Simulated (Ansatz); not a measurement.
TiH2OBrCl3: several calculations on one system

**1. Relaxation**

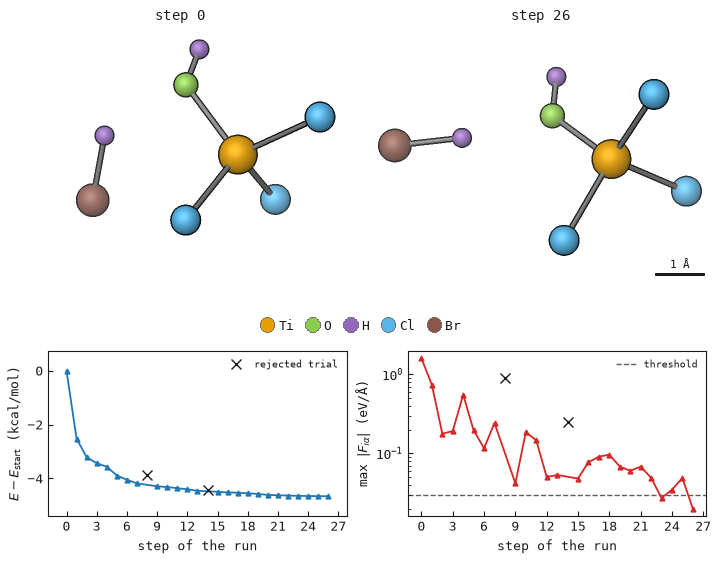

First and last geometry of a relaxation of TiH2OBrCl3, with the history of the run. Style: ball-and-stick. Shown at a tilt.

The run prepares an end point of a later path (reaction) calculation, from a guessed geometry.

Computed with RKS PBE/def2-SVP in Ansatz. Settings: no spin polarisation; force threshold 0.03 eV/Å; at most 50 steps.

Q: What do the curves and the structures tell?

A: It converged. The largest move after the best rigid fit is that of the Br atom, 1.71 Å. By element the largest moves are Br 1.71 Å, Cl 1.15 Å, O 0.82 Å, H 0.74 Å, Ti 0.30 Å. Some distances before and after: O–Ti 1.867 → 1.786 Å, Br–H 1.506 → 1.451 Å, Cl–Ti 2.181 → 2.186 Å. Bond angles that change, for instance: Ti–O–H 124.5° → 130.5°, Cl–Ti–Cl 108.1° → 111.3°, Cl–Ti–Cl 114.1° → 111.2°. After 24 accepted moves (26 points after the start) the energy has fallen by 4.66 kcal/mol. The largest force component goes from 1.6 to 0.02 eV/Å. The line search rejected the trial steps at points 8, 14 of the run. The forces were under the threshold at step 23, but the run went on from there. Cost: 67 s on 4 threads of Arm Neoverse V2, on a shared host, peak memory 0.24 GiB.

```json
{"step": "0", "E − E(0), kcal/mol": "0.00", "largest force component, eV/Å": "1.5995", "note": ""}
{"step": "1", "E − E(0), kcal/mol": "-2.52", "largest force component, eV/Å": "0.7383", "note": ""}
{"step": "2", "E − E(0), kcal/mol": "-3.21", "largest force component, eV/Å": "0.1775", "note": ""}
{"step": "3", "E − E(0), kcal/mol": "-3.43", "largest force component, eV/Å": "0.1918", "note": ""}
{"step": "4", "E − E(0), kcal/mol": "-3.57", "largest force component, eV/Å": "0.5522", "note": ""}
{"step": "5", "E − E(0), kcal/mol": "-3.89", "largest force component, eV/Å": "0.1962", "note": ""}
{"step": "6", "E − E(0), kcal/mol": "-4.05", "largest force component, eV/Å": "0.1162", "note": ""}
{"step": "7", "E − E(0), kcal/mol": "-4.18", "largest force component, eV/Å": "0.2425", "note": ""}
{"step": "8", "E − E(0), kcal/mol": "-3.88", "largest force component, eV/Å": "0.8920", "note": "rejected"}
{"step": "9", "E − E(0), kcal/mol": "-4.29", "largest force component, eV/Å": "0.0418", "note": ""}
{"step": "10", "E − E(0), kcal/mol": "-4.32", "largest force component, eV/Å": "0.1862", "note": ""}
{"step": "11", "E − E(0), kcal/mol": "-4.36", "largest force component, eV/Å": "0.1462", "note": ""}
{"step": "12", "E − E(0), kcal/mol": "-4.40", "largest force component, eV/Å": "0.0503", "note": ""}
{"step": "13", "E − E(0), kcal/mol": "-4.46", "largest force component, eV/Å": "0.0533", "note": ""}
{"step": "14", "E − E(0), kcal/mol": "-4.43", "largest force component, eV/Å": "0.2502", "note": "rejected"}
{"step": "15", "E − E(0), kcal/mol": "-4.50", "largest force component, eV/Å": "0.0481", "note": ""}
{"step": "16", "E − E(0), kcal/mol": "-4.52", "largest force component, eV/Å": "0.0774", "note": ""}
{"step": "17", "E − E(0), kcal/mol": "-4.53", "largest force component, eV/Å": "0.0909", "note": ""}
{"step": "18", "E − E(0), kcal/mol": "-4.55", "largest force component, eV/Å": "0.0964", "note": ""}
{"step": "19", "E − E(0), kcal/mol": "-4.57", "largest force component, eV/Å": "0.0683", "note": ""}
{"step": "20", "E − E(0), kcal/mol": "-4.61", "largest force component, eV/Å": "0.0604", "note": ""}
{"step": "21", "E − E(0), kcal/mol": "-4.62", "largest force component, eV/Å": "0.0679", "note": ""}
{"step": "22", "E − E(0), kcal/mol": "-4.64", "largest force component, eV/Å": "0.0493", "note": ""}
{"step": "23", "E − E(0), kcal/mol": "-4.65", "largest force component, eV/Å": "0.0272", "note": ""}
{"step": "24", "E − E(0), kcal/mol": "-4.65", "largest force component, eV/Å": "0.0347", "note": ""}
{"step": "25", "E − E(0), kcal/mol": "-4.65", "largest force component, eV/Å": "0.0489", "note": ""}
{"step": "26", "E − E(0), kcal/mol": "-4.66", "largest force component, eV/Å": "0.0199", "note": ""}
```

Limits of the set-up: the start holds two separate molecules, 2.2 Å apart at their closest, whose relative position is a soft coordinate and is computed without a dispersion correction.

**2. Relaxation**

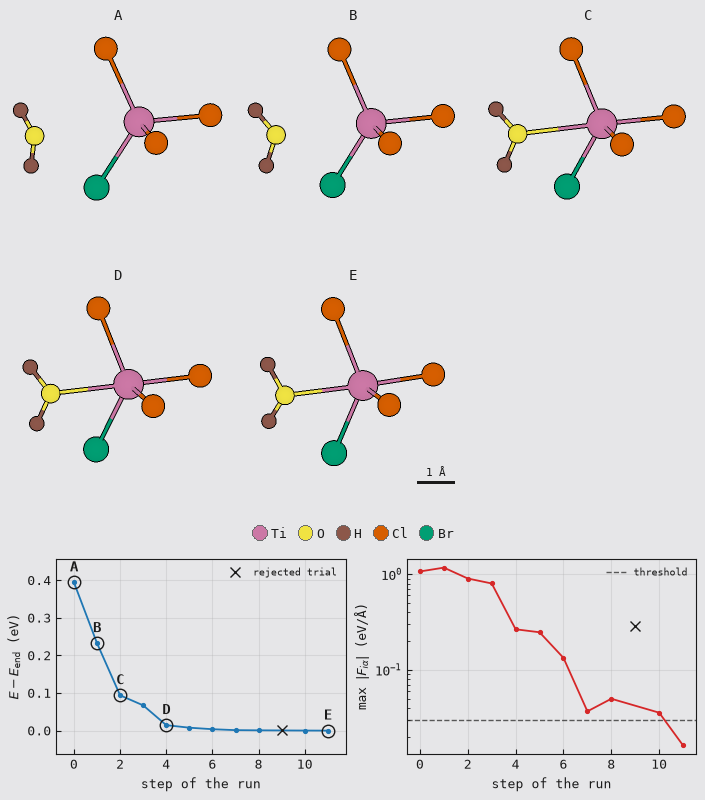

Frames of a relaxation of TiH2OBrCl3, marked on the history of the run. The picture is a ball-and-stick view, seen at a tilt.

The run prepares an end point of a later path (reaction) calculation, from a guessed geometry.

The calculation used Ansatz, RKS PBE/def2-SVP. Settings: no spin polarisation; force threshold 0.03 eV/Å; at most 50 steps.

Question: What happens along the run?

Answer: The O atom moves most after the best rigid fit: 0.49 Å. Largest moves by element: O 0.49 Å, H 0.38 Å, Ti 0.33 Å, Cl 0.33 Å, Br 0.19 Å. Among the contacts that change: O–Ti 3.107 → 2.299 Å, H–Ti 3.286 → 2.716 Å, H–Ti 3.224 → 2.741 Å, Br–Ti 2.510 → 2.407 Å. New bonds form, among them: O–Ti (3.11 → 2.30 Å). Bond angles that change, for instance: Cl–Ti–Br 114.1° → 121.6°, Cl–Ti–Cl 104.5° → 97.8°, Cl–Ti–Br 102.9° → 96.6°. Over 10 accepted moves (11 points after the start) the energy falls by 0.394 eV. The largest force component goes from 1.1 to 0.016 eV/Å. The line search rejected the trial step at point 9 of the run. From step 0 to 1: the O atom moves most (0.20 Å), energy −0.162 eV. From step 1 to 2: the O atom moves most (0.19 Å), energy −0.139 eV. From step 2 to 4: an H atom moves most (0.13 Å), energy −0.079 eV. From step 4 to 11: an H atom moves most (0.19 Å), energy −0.015 eV.

Limits of the set-up: the start holds two separate molecules, 2.8 Å apart at their closest, whose relative position is a soft coordinate and is computed without a dispersion correction.

**3. Path**

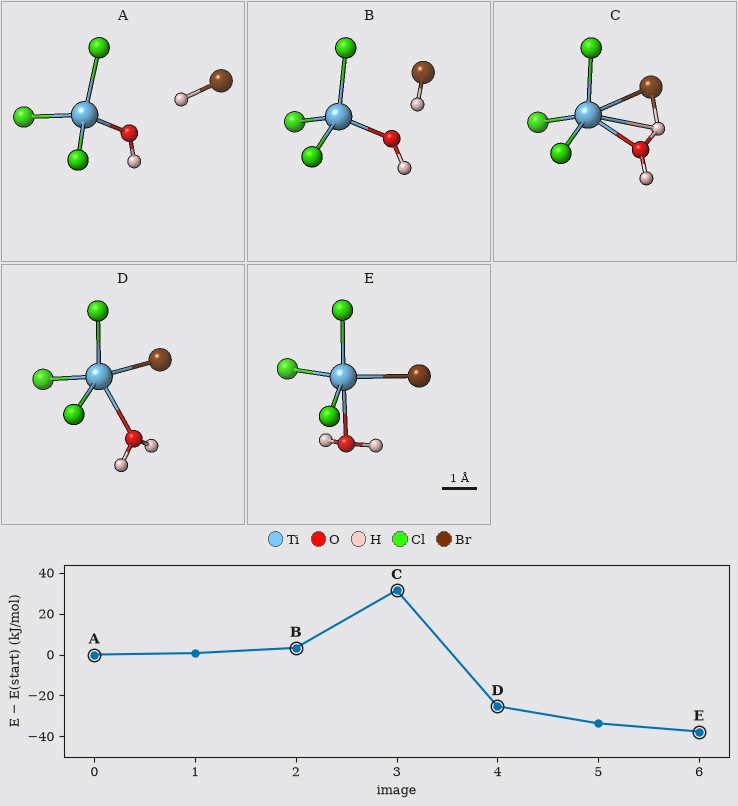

NEB run on TiH2OBrCl3. Images are numbered from 0 (start) to 6 (end). Frames A to E are images 0, 2, 3, 4, 6. The picture is a ball-and-stick view, seen at a tilt.

Method: RKS PBE/def2-SVP (Ansatz 0.2.0). Run with 5 movable images; climbing image; force threshold 0.05 eV/Å; iteration limit 60; starting path through a guess of the saddle point.

> Describe the mechanism and the energy profile.

The energy climbs by 31.5 kJ/mol to image 3 and then falls by 69.1 kJ/mol, so the end point sits at −37.6 kJ/mol. Breaking: Br–H (1.45 → 2.60 Å). Forming: H–O (1.96 → 0.98 Å), Br–Ti (4.78 → 2.41 Å). The band converged in 16 iterations, with a climbing image at the top. At the top, the vibrational analysis gives one imaginary mode (517i cm⁻¹), as a transition state must have.
